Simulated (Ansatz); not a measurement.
# [BPH4]− (SMILES [BH2-]P): UPBE0/STO-3G

Aim: the vertical doublet–quartet gap of [BPH4]− at UPBE0/STO-3G, from 2 runs. 

Program for the calculation: Ansatz 0.2.0.

## (1) The structure to begin with

[BPH4]− has 6 atoms, charge -1, and is taken as a doublet. As SMILES, `[BH2-]P`. The shape is that of a GFN2-xTB optimisation.

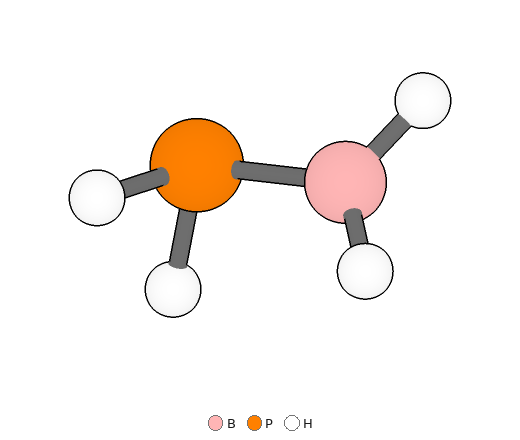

Viewed from a chosen angle; boron pink, phosphorus orange, hydrogen white.

## (2) The energy at UPBE0/STO-3G

input.yaml

```yaml
crystal:
  periodic: [false, false, false]
  atoms:
    - {symbol: B, position_ang: [0.058330, -0.904490, -0.063420]}
    - {symbol: P, position_ang: [0.594500, 0.859390, -0.069700]}
    - {symbol: H, position_ang: [-1.074820, -1.226640, 0.137320]}
    - {symbol: H, position_ang: [0.887520, -1.733390, -0.266300]}
    - {symbol: H, position_ang: [-0.421990, 1.553630, -0.816460]}
    - {symbol: H, position_ang: [-0.043540, 1.451500, 1.078550]}
basis:
  gaussian: {orbitals: STO-3G}
total_charge: -1
magnetization: {spin_polarized: true, initial_magnetization: 1}
hamiltonian: {xc: {name: PBE0}}
accuracy: high
```

Run with:

```
ansatz run input.yaml --threads 1 --pin off --max-ram 2610MiB --events-out events.jsonl --progress --plain --runs-dir runs
```

The log of the run:

```text
Warning: RAYON_NUM_THREADS=1 ignored (pool sized by the plan → 1); use --threads N
Functional definition: PBE0
  name "PBE0"
  parameter a = 0.25
  parameter kappa = 0.804
  parameter beta = 0.06672455060314922
  exchange = (1 - a)*pbe_x(kappa = kappa, mu = beta*pi^2/3) + a*exact_x
  correlation = pbe_c(beta = beta)
313 factors; integrals over basis functions are off by at most 1.3e-8 eV
mean field evaluation 1: about -9906.1737 eV, gradient 9.8e0 eV
mean field evaluation 2: about -9906.6718 eV, gradient 5.7e0 eV
mean field evaluation 4: about -9906.9250 eV, gradient 1.8e-1 eV
mean field evaluation 8: about -9906.8946 eV, gradient 2.2e-3 eV
mean field evaluation 16: about -9906.8946 eV, gradient 1.4e-7 eV
mean field -9906.89459582 eV, -364.0716612620 hartree, gradient 4.4e-8 eV, S^2 0.755407; 0 other end points of the search recorded, 0 dependent functions left out
reference -9906.89459716 eV, -364.0716613111 hartree; 13, 12 occupied and 5, 6 virtual orbitals, 313 factors
Total energy: -9906.89459716 eV, -364.0716613111 hartree
```

Run time: 2 s. Hardware: 1 thread of Intel Xeon Platinum 8259CL at 2.50GHz (Skylake/Cascade Lake), shared host; peak memory 0.14 GiB.

## (3) The quartet at the same level

run.yaml

```yaml
basis:
  gaussian: {orbitals: STO-3G}
crystal:
  periodic: [false, false, false]
  atoms:
    - {symbol: B, position_ang: [0.058330, -0.904490, -0.063420]}
    - {symbol: P, position_ang: [0.594500, 0.859390, -0.069700]}
    - {symbol: H, position_ang: [-1.074820, -1.226640, 0.137320]}
    - {symbol: H, position_ang: [0.887520, -1.733390, -0.266300]}
    - {symbol: H, position_ang: [-0.421990, 1.553630, -0.816460]}
    - {symbol: H, position_ang: [-0.043540, 1.451500, 1.078550]}
total_charge: -1
magnetization: {spin_polarized: true, initial_magnetization: 3}
hamiltonian: {xc: {name: PBE0}}
accuracy: high
```

Run with:

```
ansatz run run.yaml --threads 1 --pin off --max-ram 2610MiB --events-out events.jsonl --progress --plain --runs-dir runs
```

The log of the run:

```text
Warning: RAYON_NUM_THREADS=1 ignored (pool sized by the plan → 1); use --threads N
Functional definition: PBE0
  name "PBE0"
  parameter a = 0.25
  parameter kappa = 0.804
  parameter beta = 0.06672455060314922
  exchange = (1 - a)*pbe_x(kappa = kappa, mu = beta*pi^2/3) + a*exact_x
  correlation = pbe_c(beta = beta)
313 factors; integrals over basis functions are off by at most 1.3e-8 eV
mean field evaluation 1: about -9897.2856 eV, gradient 1.1e1 eV
mean field evaluation 2: about -9898.0022 eV, gradient 5.3e0 eV
mean field evaluation 4: about -9898.2535 eV, gradient 1.7e-1 eV
mean field evaluation 8: about -9898.2511 eV, gradient 1.8e-3 eV
mean field evaluation 16: about -9898.2511 eV, gradient 2.4e-6 eV
mean field -9898.25111281 eV, -363.7540191200 hartree, gradient 2.5e-8 eV, S^2 3.755521; 0 other end points of the search recorded, 0 dependent functions left out
reference -9898.25111417 eV, -363.7540191703 hartree; 14, 11 occupied and 4, 7 virtual orbitals, 313 factors
Total energy: -9898.25111417 eV, -363.7540191703 hartree
```

It took 2.3 s on 1 thread of Intel Xeon Platinum 8259CL at 2.50GHz (Skylake/Cascade Lake), shared host; peak memory 0.14 GiB.

## (4) Results

Level: UPBE0/STO-3G.

```
                                        quantity          value
                           doublet: total energy  -364.07166 Eh
                                   doublet: ⟨S²⟩          0.755
                           quartet: total energy  -363.75402 Eh
                                   quartet: ⟨S²⟩          3.756
vertical energy of the quartet above the doublet       8.643 eV
```

In words: At this shape the quartet lies 8.64 eV (199 kcal/mol) above the doublet. For an anion a state so high probably lies above electron detachment. In a minimal basis such a difference can be off by several eV, whatever the method.
